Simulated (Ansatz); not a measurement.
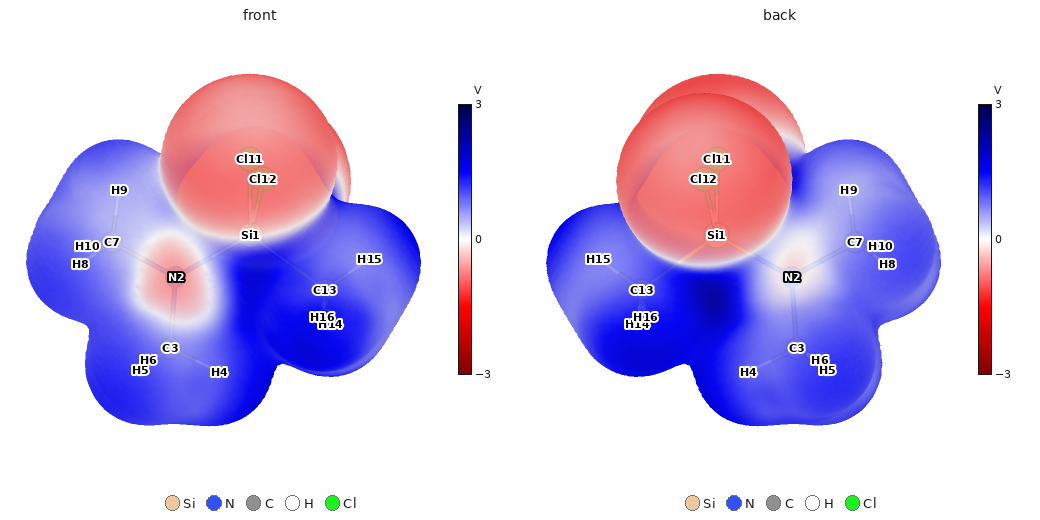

The picture shows: C3H9Cl2NSi. The molecular electrostatic potential painted on the density surface at 0.004 e/bohr³, seen from the front and from behind; the colour scale runs from red (negative) to blue (positive).

Computed with RKS B3LYP/6-31G in Ansatz 0.2.0.

```xyz
16

Si    0.0408   -0.1248    0.0530
N     0.0989   -0.1136    1.7945
C    -0.9480   -0.7296    2.6231
H    -1.6134   -1.3498    2.0179
H    -0.4896   -1.3708    3.3878
H    -1.5554    0.0332    3.1311
C     1.0726    0.6908    2.5478
H     1.5299    0.0790    3.3361
H     1.8707    1.0450    1.8913
H     0.5927    1.5623    3.0152
Cl    2.0755   -0.4455   -0.7101
Cl   -0.5257    1.8533   -0.7664
C    -1.1262   -1.4106   -0.6892
H    -2.1655   -1.1891   -0.4298
H    -1.0333   -1.3918   -1.7782
H    -0.8655   -2.4113   -0.3325
```

Question: Describe the electrostatic potential map.

Answer: The most negative region (about −1.1 V, or −25 kcal/mol for a unit charge) lies over Cl11 and Cl12, the most positive (about +2.0 V, or +46 kcal/mol for a unit charge) over Si1.
